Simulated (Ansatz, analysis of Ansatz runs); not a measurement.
# A hop of N in Zn3SbN3 (Cm), charge +3, part 2 of 3

Aim: the barrier of one jump in Zn3SbN3 (Cm) at charge +3: V_N hop (3.2 Å). The model is a cell of 56 host atoms with 1 N taken out; N is the atom that moves.

Ansatz 0.2.0; plane-wave PAW DFT, PBEsol; nudged elastic band between two relaxed defect structures at fixed charge in a uniform background.

So far: Starting point; Relaxation of the start point, charge +3.

## Step 3: Relaxation of the end point, charge +3

Level of this step: plane-wave PAW DFT, PBEsol; relaxation of all atoms of a defect supercell at fixed charge in a uniform background (Ansatz).

The end point is relaxed in the same cell and settings, so that the two energies compare. Atoms more than 3.2 Å from the middle of the hop start where the first relaxation left them, the nearer ones on or close to their ideal places, with small random displacements.

Input file qp3.end/input.yaml:

```yaml
crystal:
  lattice:
    - [6.75971426, -6.53433939, 0.00612541]
    - [6.75971426, 6.53433939, 0.00612541]
    - [-6.39637934, 0.0, 9.04065438]
  atoms:
    - { symbol: Zn, position: [0.17586013, 0.1761492, 0.44110765] }
    - { symbol: Zn, position: [0.33608213, 0.11890016, 0.23913138] }
    - { symbol: Zn, position: [0.11863509, 0.33641559, 0.23914395] }
    - { symbol: Sb, position: [0.46963901, 0.46963901, 0.50000293] }
    - { symbol: "N", position: [0.02859149, 0.29393832, 0.35380731] }
    - { symbol: "N", position: [0.29362321, 0.02885813, 0.35377566] }
    - { symbol: "N", position: [0.14821857, 0.14853167, 0.0923612] }
    - { symbol: Zn, position: [0.17824501, 0.17852605, 0.94112122] }
    - { symbol: Zn, position: [0.3399823, 0.12237626, 0.74250714] }
    - { symbol: Zn, position: [0.12205286, 0.34030152, 0.74249548] }
    - { symbol: Sb, position: [0.4706186, 0.4709442, 1.00125945] }
    - { symbol: "N", position: [0.02792445, 0.29422954, 0.85253626] }
    - { symbol: "N", position: [0.2939474, 0.02820636, 0.85254026] }
    - { symbol: "N", position: [0.15026648, 0.15057555, 0.59577697] }
    - { symbol: Zn, position: [0.17849326, 0.67849326, 0.44043488] }
    - { symbol: Zn, position: [0.34319894, 0.62155238, 0.24001245] }
    - { symbol: Zn, position: [0.12068341, 0.84477089, 0.24251712] }
    - { symbol: Sb, position: [0.47070783, 0.9727318, 0.50449393] }
    - { symbol: "N", position: [0.02782709, 0.7924842, 0.34993588] }
    - { symbol: "N", position: [0.650639, 0.650639, 0.593905] }
    - { symbol: "N", position: [0.14709101, 0.65674499, 0.09208497] }
    - { symbol: Zn, position: [0.18480153, 0.68299859, 0.9432874] }
    - { symbol: Zn, position: [0.33777401, 0.62078368, 0.74137699] }
    - { symbol: Zn, position: [0.12341666, 0.84261063, 0.73676917] }
    - { symbol: Sb, position: [0.47102609, 0.9699902, 1.00150376] }
    - { symbol: "N", position: [0.02491888, 0.79006589, 0.84167004] }
    - { symbol: "N", position: [0.2922773, 0.52700192, 0.85031999] }
    - { symbol: "N", position: [0.15393177, 0.64963517, 0.59277555] }
    - { symbol: Zn, position: [0.67798326, 0.17779855, 0.43925804] }
    - { symbol: Zn, position: [0.84449996, 0.12098109, 0.24249782] }
    - { symbol: Zn, position: [0.62205424, 0.33663179, 0.23300347] }
    - { symbol: Sb, position: [0.97245094, 0.47101333, 0.50453287] }
    - { symbol: "N", position: [0.52893677, 0.29398648, 0.34957044] }
    - { symbol: "N", position: [0.79219271, 0.02813429, 0.34992081] }
    - { symbol: "N", position: [0.6564372, 0.14738068, 0.0920742] }
    - { symbol: Zn, position: [0.68267257, 0.1851134, 0.94327948] }
    - { symbol: Zn, position: [0.84230935, 0.12369805, 0.73674109] }
    - { symbol: Zn, position: [0.62047896, 0.33810136, 0.74137857] }
    - { symbol: Sb, position: [0.96972313, 0.47131806, 1.00150653] }
    - { symbol: "N", position: [0.52666254, 0.29260174, 0.85030491] }
    - { symbol: "N", position: [0.78975789, 0.02525042, 0.84167547] }
    - { symbol: "N", position: [0.64931129, 0.15424189, 0.59274656] }
    - { symbol: Zn, position: [0.67849326, 0.67849326, 0.44043488] }
    - { symbol: Zn, position: [0.84451357, 0.61906131, 0.23498246] }
    - { symbol: Zn, position: [0.61877817, 0.84480877, 0.23497286] }
    - { symbol: Sb, position: [0.96818411, 0.9684922, 0.49944964] }
    - { symbol: "N", position: [0.52893677, 0.79398648, 0.34957044] }
    - { symbol: "N", position: [0.7946755, 0.52533521, 0.35098319] }
    - { symbol: "N", position: [0.65211242, 0.65241106, 0.09345161] }
    - { symbol: Zn, position: [0.67631454, 0.6766195, 0.93724931] }
    - { symbol: Zn, position: [0.87364541, 0.6049916, 0.75605982] }
    - { symbol: Zn, position: [0.62155238, 0.84319894, 0.74001245] }
    - { symbol: Sb, position: [0.96562687, 0.9659386, 0.99374843] }
    - { symbol: "N", position: [0.52291367, 0.78735788, 0.84418906] }
    - { symbol: "N", position: [0.78708173, 0.5232157, 0.84421631] }
total_charge: 3
basis:
  ecutwfc: 420
  xc_grid: 2
hamiltonian:
  xc: pbesol
kpoints:
  mp_grid: { grid: [1, 1, 1], shift: [0.25, 0.25, 0.25] }
scf:
  occupations: { method: fixed }
  max_iter: 100
output:
  forces: true
relax:
  f_tol: 0.02
  max_steps: 70
  random_displacement: { amplitude: 0.01, seed: 1692 }
```

Started as:

```bash
ansatz run input.yaml --threads 32 --pin off --max-ram 84787MiB --backend cuda --events-out ev --progress --plain --runs-dir out --max-vram 78GiB
```

Numbers of over 12 decimals in the logs are rounded to 6 here.

The log of the run:

```text
[...]
Crystal: 55 atoms, lattice volume = 799.168 Å³
Basis set: ecut = 420 eV, 15649 PW (Γ), exchange–correlation on 128×128×150 points (8 copies of the dense FFT grid, shifted against one another)
Bands: 315, of which v1, the nominal top of the filled ones, is band 260 counted from 1 (259 counted from 0)
[...]
k-points: 1
[...]
SCF 1 converged in 10 iterations: F = -138732.182885 eV  dr2 = 6.52e-6
[...]
relax step   1: F+E_penalty+E_count = -138732.18288492 eV  Δ(F+E_penalty+E_count) = +0.000e0 eV  max|allowed force component| = 1.085e0 eV/Å  Δτ_max = 0.0000 Å  (10 SCF iters, dr2 threshold 1.00e-5 eV [...]
[...]
relax step   9: F+E_penalty+E_count = -138733.36399037 eV  Δ(F+E_penalty+E_count) = -1.055e-2 eV  max|allowed force component| = 4.225e-1 eV/Å  Δτ_max = 0.1963 Å  (7 SCF iters, dr2 threshold 9.70e-6 e [...]
[...]
relax step  14: F+E_penalty+E_count = -138733.37527546 eV  Δ(F+E_penalty+E_count) = -2.907e-4 eV  max|allowed force component| = 1.428e-2 eV/Å  Δτ_max = 0.0117 Å  (7 SCF iters, accepted)
[...]
--- Relaxed structure (14 steps of the walk, 13 accepted, 0 SCFs on fresh bases) ---
[...]
```

The job ended after 7 s (1 × NVIDIA GB200 with 32 threads of Arm Neoverse V2, shared host; peak memory 1.3 GiB).

Relaxation path:

| step | energy less that of the first step (eV) | largest force component (eV/Å) |
| --- | --- | --- |
| 1 | 0.0000 | 1.0845 |
| 2 | -0.5096 | 0.8129 |
| 3 | -0.9293 | 0.3866 |
| 4 | -1.0807 | 0.2746 |
| 5 | -1.1057 | 0.2276 |
| 6 | -1.1467 | 0.1076 |
| 7 | -1.1589 | 0.1504 |
| 8 | -1.1706 | 0.1217 |
| 9 | -1.1811 | 0.4225 |
| 10 | -1.1886 | 0.1029 |
| 11 | -1.1890 | 0.0778 |
| 12 | -1.1883 | 0.0555 |
| 13 | -1.1921 | 0.0235 |
| 14 | -1.1924 | 0.0143 |

Relaxation step 12 was tried and not accepted.

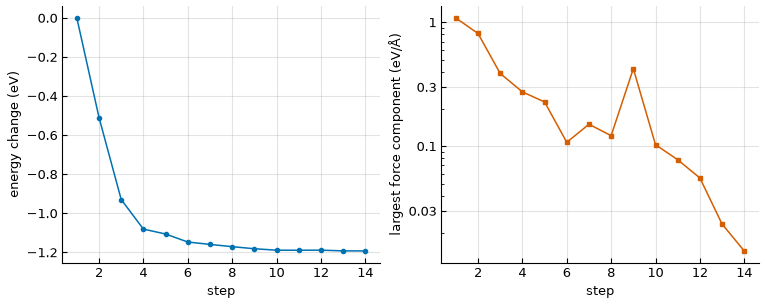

Energy and largest force along the relaxation.

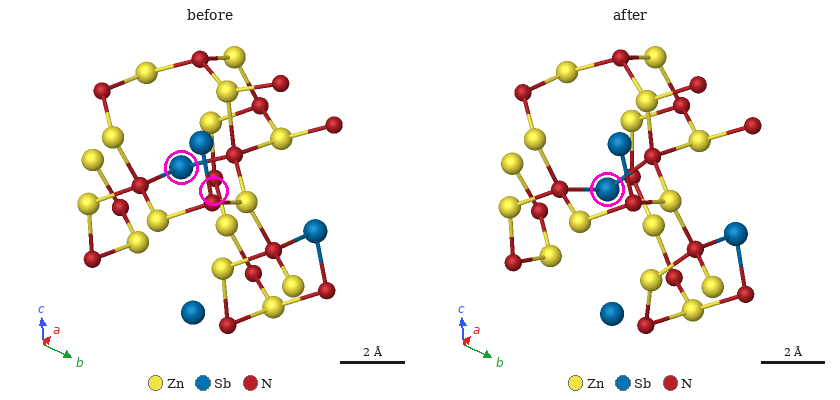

Before and after: the atoms that start within 5 Å of the centre. Sb4, which moves most, is ringed if it is among them. A ring with no atom in it marks the empty centre. Bonds to atoms that aren't drawn are left out.

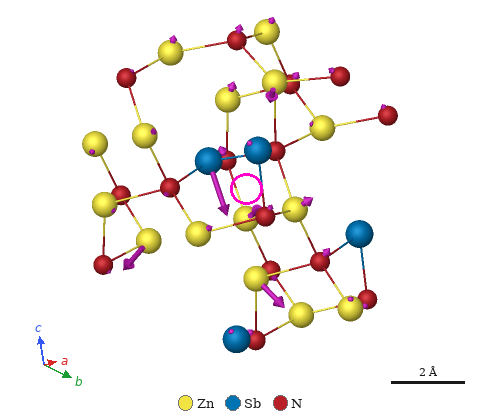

Displacements in the relaxation from the typed sites near the centre, exaggerated; the longest in the cell stands for 0.67 Å. A ring marks the centre wherever it is empty. Bonds to atoms that aren't drawn are left out.

The atoms that moved most (Å, from the sites as typed, ahead of the random displacement):

| atom | dx | dy | dz | length |
| --- | --- | --- | --- | --- |
| Sb4 | 0.371 | 0.263 | -0.492 | 0.670 |
| Zn3 | -0.303 | 0.251 | -0.354 | 0.529 |
| Zn16 | 0.445 | 0.073 | -0.196 | 0.492 |
| Zn15 | -0.098 | 0.354 | 0.234 | 0.435 |
| Zn51 | -0.098 | 0.233 | -0.155 | 0.296 |
| Zn43 | 0.142 | -0.048 | 0.131 | 0.200 |
| N28 | -0.031 | -0.143 | 0.070 | 0.162 |
| Zn23 | 0.037 | -0.086 | 0.128 | 0.158 |

Neighbours of N20 at the end:

| atom | distance (Å) |
| --- | --- |
| Zn51 | 1.972 |
| Zn52 | 1.978 |
| Sb4 | 1.993 |
| Zn43 | 2.000 |
| N33 | 3.155 |
| N48 | 3.248 |
| N54 | 3.252 |
| N47 | 3.270 |
| N26 | 3.294 |
| N55 | 3.295 |

This step gave:

| Property | Result |
| --- | --- |
| free energy | -138733.3753 eV |
| r.m.s. move of the farther half of the atoms | 0.05402 Å |
| largest move from the ideal geometry of this structure, a common shift of the far atoms taken out | 0.6771 Å |

The relaxation gained 1.192 eV and ended with a largest force component of 0.014 eV/Å. The end lies 0.128 eV above the start.

## Step 4: Nudged elastic band, charge +3

5 movable images are laid between the ends on a pair-potential path, which keeps atoms from colliding in the first guess. Each image feels the true force across the path and a spring force along it. The highest image is set to climb to the top of the path.

This step: plane-wave PAW DFT, PBEsol; nudged elastic band between two relaxed defect structures at fixed charge in a uniform background.

Input file qp3.neb/input.yaml:

```yaml
crystal:
  lattice:
    - [6.75971426, -6.53433939, 0.00612541]
    - [6.75971426, 6.53433939, 0.00612541]
    - [-6.39637934, 0.0, 9.04065438]
  atoms:
    - { symbol: Zn, position: [0.17618769, 0.17618495, 0.44209833] }
    - { symbol: Zn, position: [0.33640969, 0.11893591, 0.24012206] }
    - { symbol: Zn, position: [0.11896265, 0.33645134, 0.24013462] }
    - { symbol: Sb, position: [0.48834512, 0.48834693, 0.48454624] }
    - { symbol: "N", position: [0.02891906, 0.29397407, 0.35479799] }
    - { symbol: "N", position: [0.29395078, 0.02889388, 0.35476633] }
    - { symbol: "N", position: [0.14854613, 0.14856742, 0.09335188] }
    - { symbol: Zn, position: [0.17857258, 0.1785618, 0.94211189] }
    - { symbol: Zn, position: [0.34030987, 0.12241201, 0.74349782] }
    - { symbol: Zn, position: [0.12238042, 0.34033727, 0.74348615] }
    - { symbol: Sb, position: [0.47094616, 0.47097995, 1.00225012] }
    - { symbol: "N", position: [0.02825201, 0.29426529, 0.85352693] }
    - { symbol: "N", position: [0.29427496, 0.02824211, 0.85353093] }
    - { symbol: "N", position: [0.15059405, 0.1506113, 0.59676764] }
    - { symbol: Zn, position: [0.17783917, 0.67833932, 0.44028143] }
    - { symbol: Zn, position: [0.33667579, 0.62240992, 0.23399624] }
    - { symbol: Zn, position: [0.12101097, 0.84480664, 0.24350779] }
    - { symbol: Sb, position: [0.47103539, 0.97276755, 0.5054846] }
    - { symbol: "N", position: [0.02815466, 0.79251996, 0.35092655] }
    - { symbol: "N", position: [0.287767, 0.52493273, 0.34410937] }
    - { symbol: "N", position: [0.14741857, 0.65678074, 0.09307565] }
    - { symbol: Zn, position: [0.18512909, 0.68303434, 0.94427807] }
    - { symbol: Zn, position: [0.33810158, 0.62081943, 0.74236766] }
    - { symbol: Zn, position: [0.12374422, 0.84264638, 0.73775984] }
    - { symbol: Sb, position: [0.47135366, 0.97002595, 1.00249443] }
    - { symbol: "N", position: [0.02524644, 0.79010164, 0.84266071] }
    - { symbol: "N", position: [0.29260487, 0.52703767, 0.85131067] }
    - { symbol: "N", position: [0.15425933, 0.64967092, 0.59376622] }
    - { symbol: Zn, position: [0.67831082, 0.1778343, 0.44024871] }
    - { symbol: Zn, position: [0.84482752, 0.12101684, 0.24348849] }
    - { symbol: Zn, position: [0.6223818, 0.33666754, 0.23399414] }
    - { symbol: Sb, position: [0.97277851, 0.47104908, 0.50552355] }
    - { symbol: "N", position: [0.52488391, 0.28775747, 0.34406987] }
    - { symbol: "N", position: [0.79252028, 0.02817004, 0.35091148] }
    - { symbol: "N", position: [0.65676476, 0.14741643, 0.09306487] }
    - { symbol: Zn, position: [0.68300014, 0.18514915, 0.94427015] }
    - { symbol: Zn, position: [0.84263692, 0.1237338, 0.73773177] }
    - { symbol: Zn, position: [0.62080653, 0.33813711, 0.74236925] }
    - { symbol: Sb, position: [0.9700507, 0.47135381, 1.0024972] }
    - { symbol: "N", position: [0.52699011, 0.2926375, 0.85129558] }
    - { symbol: "N", position: [0.79008545, 0.02528617, 0.84266615] }
    - { symbol: "N", position: [0.64963885, 0.15427764, 0.59373723] }
    - { symbol: Zn, position: [0.68342815, 0.6834549, 0.41418457] }
    - { symbol: Zn, position: [0.84484113, 0.61909706, 0.23597314] }
    - { symbol: Zn, position: [0.61910574, 0.84484452, 0.23596353] }
    - { symbol: Sb, position: [0.96851168, 0.96852795, 0.50044032] }
    - { symbol: "N", position: [0.52537031, 0.79501244, 0.35195279] }
    - { symbol: "N", position: [0.79500307, 0.52537096, 0.35197386] }
    - { symbol: "N", position: [0.65243998, 0.65244681, 0.09444229] }
    - { symbol: Zn, position: [0.67664211, 0.67665525, 0.93823998] }
    - { symbol: Zn, position: [0.87397298, 0.60502735, 0.7570505] }
    - { symbol: Zn, position: [0.60499629, 0.87397686, 0.75701657] }
    - { symbol: Sb, position: [0.96595444, 0.96597435, 0.99473911] }
    - { symbol: "N", position: [0.52324123, 0.78739363, 0.84517973] }
    - { symbol: "N", position: [0.7874093, 0.52325145, 0.84520698] }
total_charge: 3
basis:
  ecutwfc: 420
  xc_grid: 2
hamiltonian:
  xc: pbesol
kpoints:
  mp_grid: { grid: [1, 1, 1], shift: [0.25, 0.25, 0.25] }
scf:
  occupations: { method: fixed }
  max_iter: 100
output:
  forces: true
neb:
  images: 5
  f_tol: 0.04
  climbing: true
  initial_path: idpp
  max_iterations: 45
  order_check: false
  final_atoms:
    - { symbol: Zn, position: [0.17694839, 0.17658804, 0.43661229] }
    - { symbol: Zn, position: [0.33501195, 0.12720707, 0.23948597] }
    - { symbol: Zn, position: [0.05872666, 0.31817354, 0.20088015] }
    - { symbol: Sb, position: [0.45134265, 0.49489335, 0.44640565] }
    - { symbol: "N", position: [0.02655221, 0.29421423, 0.34996549] }
    - { symbol: "N", position: [0.2946579, 0.02901342, 0.34841228] }
    - { symbol: "N", position: [0.14746899, 0.15530404, 0.09126486] }
    - { symbol: Zn, position: [0.17902761, 0.17525241, 0.93652457] }
    - { symbol: Zn, position: [0.33912446, 0.12106609, 0.7399144] }
    - { symbol: Zn, position: [0.12366022, 0.34357876, 0.74196359] }
    - { symbol: Sb, position: [0.47454775, 0.47082336, 1.00375629] }
    - { symbol: "N", position: [0.02928999, 0.29164455, 0.84897664] }
    - { symbol: "N", position: [0.29375092, 0.0241272, 0.84866561] }
    - { symbol: "N", position: [0.15241131, 0.15587556, 0.59374663] }
[... 3 lines left out ...]
    - { symbol: Sb, position: [0.47087412, 0.97947522, 0.50584471] }
    - { symbol: "N", position: [0.02322071, 0.80027665, 0.34716429] }
[... 5 lines left out ...]
    - { symbol: Sb, position: [0.47138176, 0.97101755, 1.00324573] }
[... 6 lines left out ...]
    - { symbol: Sb, position: [0.97562078, 0.46850733, 0.50658545] }
[... 4 lines left out ...]
    - { symbol: Zn, position: [0.84181024, 0.12091154, 0.73923011] }
    - { symbol: Zn, position: [0.6307362, 0.34304927, 0.75354533] }
    - { symbol: Sb, position: [0.97688796, 0.46619935, 1.00270444] }
    - { symbol: "N", position: [0.52653723, 0.29159086, 0.85235455] }
    - { symbol: "N", position: [0.79199776, 0.02526366, 0.84719698] }
    - { symbol: "N", position: [0.65188739, 0.16078741, 0.59790221] }
    - { symbol: Zn, position: [0.6997439, 0.69568505, 0.45577413] }
    - { symbol: Zn, position: [0.84129563, 0.62294999, 0.2437253] }
    - { symbol: Zn, position: [0.62519451, 0.84719859, 0.2401617] }
    - { symbol: Sb, position: [0.96645598, 0.98118167, 0.50343707] }
    - { symbol: "N", position: [0.54306604, 0.80444122, 0.3635755] }
    - { symbol: "N", position: [0.80099117, 0.53321578, 0.36049815] }
    - { symbol: "N", position: [0.65538936, 0.6536623, 0.09787845] }
    - { symbol: Zn, position: [0.68623653, 0.68316248, 0.94755775] }
    - { symbol: Zn, position: [0.84067422, 0.61097073, 0.73980766] }
    - { symbol: Zn, position: [0.61968367, 0.84170393, 0.7406732] }
    - { symbol: Sb, position: [0.96840025, 0.96402463, 0.99537199] }
    - { symbol: "N", position: [0.53517594, 0.79598039, 0.85555996] }
    - { symbol: "N", position: [0.79841429, 0.52877056, 0.8580907] }
```

The log of the run:

```text
Warning: neb: disabling space-group detection — the band's intermediate images generally break the endpoint symmetry, so the full k-mesh is solved, and no spatial operation symmetrises the density, ex [...]
[...]
Crystal: 55 atoms, lattice volume = 799.168 Å³
Basis set: ecut = 420 eV, 15649 PW (Γ), exchange–correlation on 128×128×150 points (8 copies of the dense FFT grid, shifted against one another)
Bands: 315, of which v1, the nominal top of the filled ones, is band 260 counted from 1 (259 counted from 0)
[...]
SCF iter   1: F=—  HF=-138735.481553 eV  |F-HF|=—  |Δ(HF+E_count)|=         —  Δρ=2.68e-2  dr2=6.64e0  ethr=1.77e-3  ⟨swp⟩=5.0  Hψ=1060  notcnv=0  defer=52
[...]
SCF iter   2: F=—  HF=-138733.821547 eV  |F-HF|=—  |Δ(HF+E_count)|=    1.66e0  Δρ=5.80e-3  dr2=6.76e-1  ethr=1.28e-3  ⟨swp⟩=2.0  Hψ=540  notcnv=0  defer=50
[...]
SCF iter  14: F=-138733.503506 eV  HF=-138733.503506 eV  |F-HF|=5.94e-9  |Δ(HF+E_count)|=   8.46e-8  Δρ=1.50e-6  dr2=2.44e-8  ethr=1.92e-11  ⟨swp⟩=4.0  Hψ=840  notcnv=0
SCF 1 converged in 14 iterations: F = -138733.503506 eV  dr2 = 2.44e-8
[...]
SCF 13 converged in 11 iterations: F = -138732.777439 eV  dr2 = 6.71e-8
[...]
SCF 18 converged in 10 iterations: F = -138732.901966 eV  dr2 = 5.83e-8
[...]
SCF 98 converged in 6 iterations: F = -138732.995128 eV  dr2 = 5.25e-8
[...]
SCF converged after 7 iterations
[...]
```

Elapsed: 28 s, on 1 × NVIDIA GB200 with 32 threads; peak memory 1.9 GiB.

In the SCF lines HF is the Harris–Foulkes energy and dr2 the Hartree energy of the density residual, in eV; the loop may stop once dr2 is under the threshold and the program's other checks hold. Hψ counts applications of the Hamiltonian.

Images along the path:

| image | path (Å) | energy (eV) | N20: x, y, z (Å) |
| --- | --- | --- | --- |
| 0 | 0.000 | 0.0000 | 3.293, 1.550, 3.116 |
| 1 | 0.836 | 0.5090 | 3.561, 1.489, 3.424 |
| 2 | 1.673 | 0.8960 | 4.030, 1.417, 3.881 |
| 3 | 2.510 | 1.1400 | 4.305, 1.255, 4.377 |
| 4 | 3.551 | 0.9690 | 4.622, 0.700, 4.873 |
| 5 | 4.592 | 0.1830 | 4.877, 0.050, 5.346 |
| 6 | 5.632 | 0.1290 | 4.971, -0.023, 5.396 |

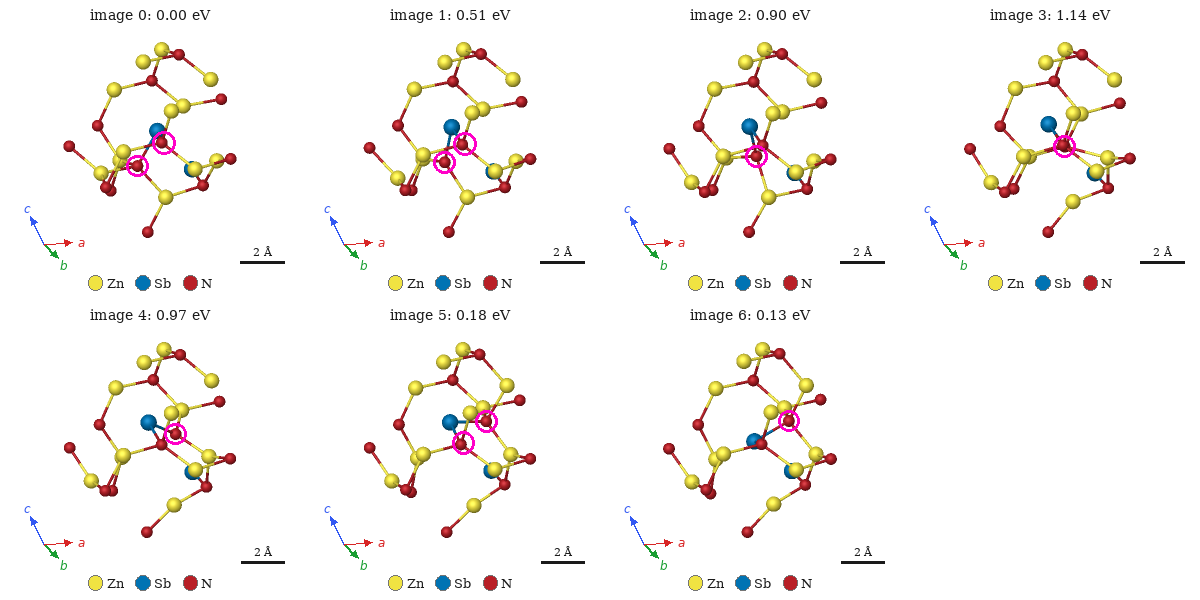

Images along the path; N20 is ringed. A ring with no atom in it marks the empty centre.

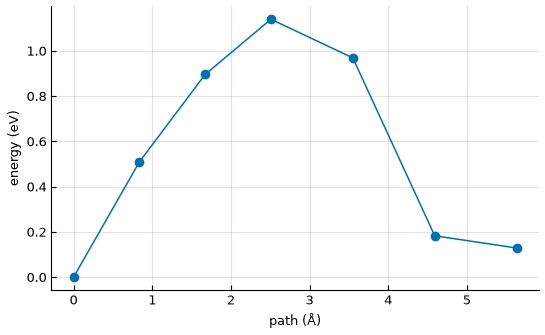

Energy along the path.

Read from the output:

* free energy: -138732.3639 eV
* barrier forward: 1.140 eV
* barrier backward: 1.011 eV
* end less start: 0.1282 eV
* hop length: 3.239 Å

Track of the atom that was set to move:

| image | x (Å) | y (Å) | z (Å) | nearest neighbour | distance (Å) |
| --- | --- | --- | --- | --- | --- |
| 0 | 3.293 | 1.55 | 3.116 | Zn | 1.955 |
| 1 | 3.561 | 1.489 | 3.424 | Zn | 1.933 |
| 2 | 4.03 | 1.417 | 3.881 | Zn | 1.973 |
| 3 | 4.305 | 1.255 | 4.377 | Sb | 2.024 |
| 4 | 4.622 | 0.7 | 4.873 | Zn | 1.925 |
| 5 | 4.877 | 0.05 | 5.346 | Zn | 1.94 |
| 6 | 4.971 | -0.023 | 5.396 | Zn | 1.972 |

The band met its tolerance of 0.04 eV/Å after 20 iterations, with image 3 on top (the start counts as 0). N20, which moves farthest between the ends, has 3 Zn at 1.95 to 1.99 Å and 1 Sb at 2.02 Å nearest at the start and 1 Sb at 2.02 Å and 3 Zn at 2.13 to 2.19 Å at the top. In at least one step between neighbouring images a covalent bond changes partner or an atom goes far. The images sample such a step coarsely, so the top may lie higher.

(Part 2 of 3 ends here.)

[Logs are printed without paths, hosts, clocks, repeated set-up lines and the standing remarks that a program may print on its own settings, such as how far it seeks lower states.]

[Hosts, paths, dates, database ids (printed as entryN), source tags and the programs' standing remarks are cut or masked in the printed files.]
